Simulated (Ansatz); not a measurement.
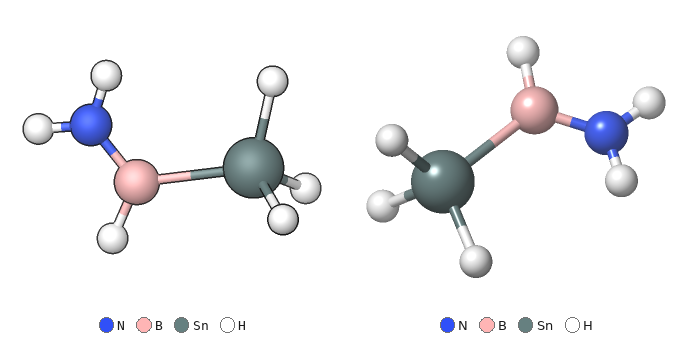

Two views of one molecule.

Identify the structure.

Formula BH6NSn. As SMILES it reads `N[BH][SnH3]`. Among its groups: B–H bond. Coordination: 1 N trigonal planar; 1 B trigonal planar; 1 Sn tetrahedral.

More results for the same structure follow; atom numbers are the same in all pictures, views and colours differ. The computed structure is the end point of a PBE0-D4/def2-TZVP optimisation.

**Geometry**

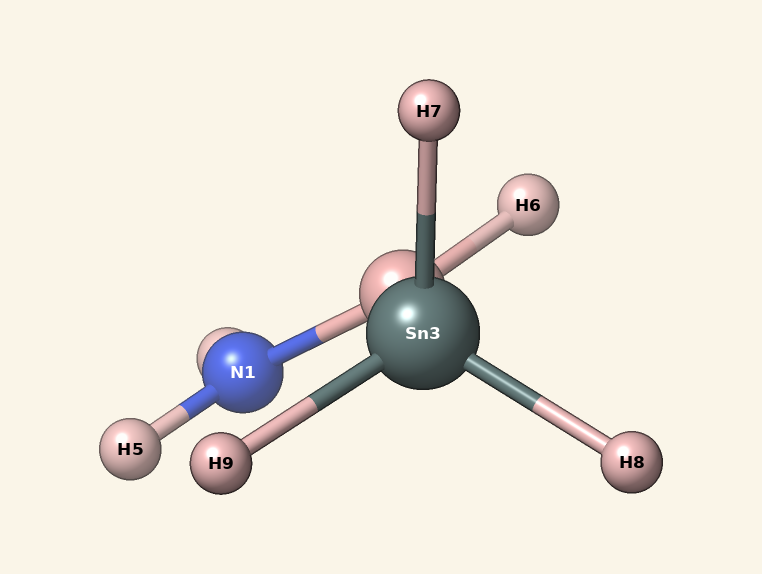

B2 lies behind Sn3. The molecule seen nearly along the Sn3–B2 bond, Sn3 in front. Distant atoms are faded towards the background colour.

Question: What is the torsion angle H7–Sn3–B2–N1? The sign is positive where the front bond must turn clockwise to cover the back bond.

Answer: −120°, anticlinal.

**Charges**

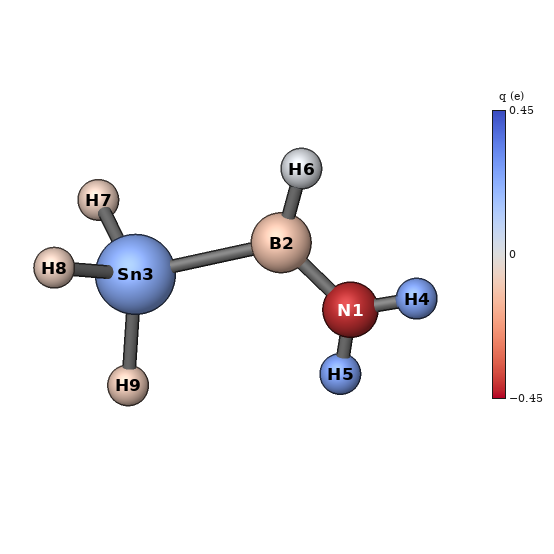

Atoms are coloured by their Mulliken charges. Properties computed with RKS PBE0-D4/def2-TZVP, core potentials on Sn (Ansatz 0.2.0).

List the Mulliken charges.

```json
{"atom": "N1", "value (e)": "−0.41"}
{"atom": "B2", "value (e)": "−0.11"}
{"atom": "Sn3", "value (e)": "0.22"}
{"atom": "H4", "value (e)": "0.25"}
{"atom": "H5", "value (e)": "0.25"}
{"atom": "H6", "value (e)": "0.01"}
{"atom": "H7", "value (e)": "−0.07"}
{"atom": "H8", "value (e)": "−0.07"}
{"atom": "H9", "value (e)": "−0.08"}
```

**Electronic properties**

Method: RKS r2SCAN0-D4/def2-TZVPP, core potentials on Sn (Ansatz 0.2.0).

Question: What is the LUMO energy (Kohn–Sham orbital)?

Answer: −0.48 eV.

Question: What is the HOMO energy (Kohn–Sham orbital)?

Answer: −7.65 eV.

Question: Estimate the dispersion correction.

Answer: −4.0 kJ/mol.

**Dipole moment**

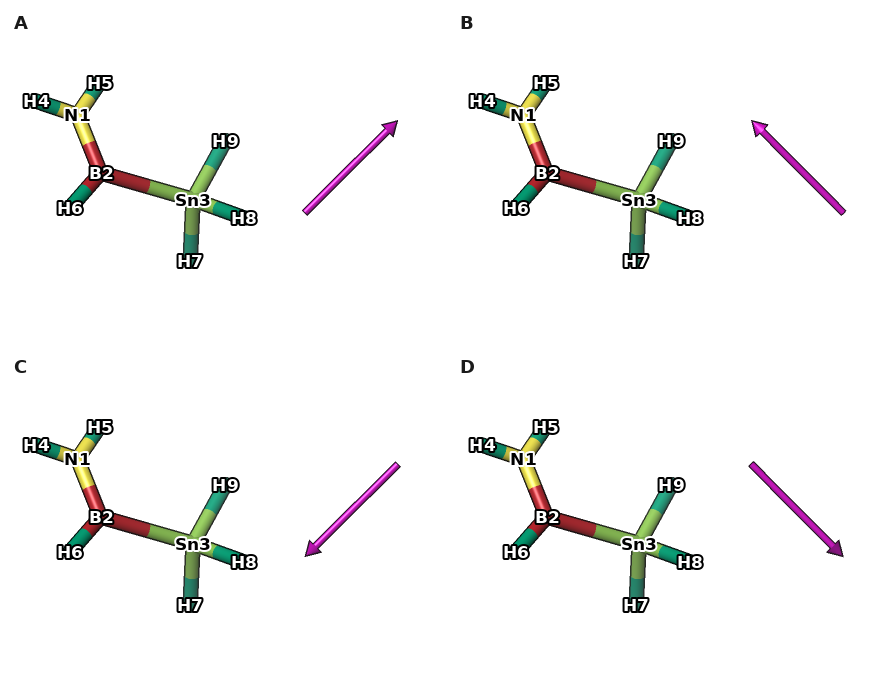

The same molecule four times, each with an arrow. Level of theory: RKS PBE0-D4/def2-TZVP, core potentials on Sn (Ansatz 0.2.0).

Question: Which arrow points along the dipole moment, from the negative to the positive end?

Answer: B. The dipole moment is 2.92 D; it points from the side of H7, H8 to the side of H4 (the outermost atoms at the two ends).

Mulliken values depend strongly on the basis set and can even reverse the polarity of a bond.
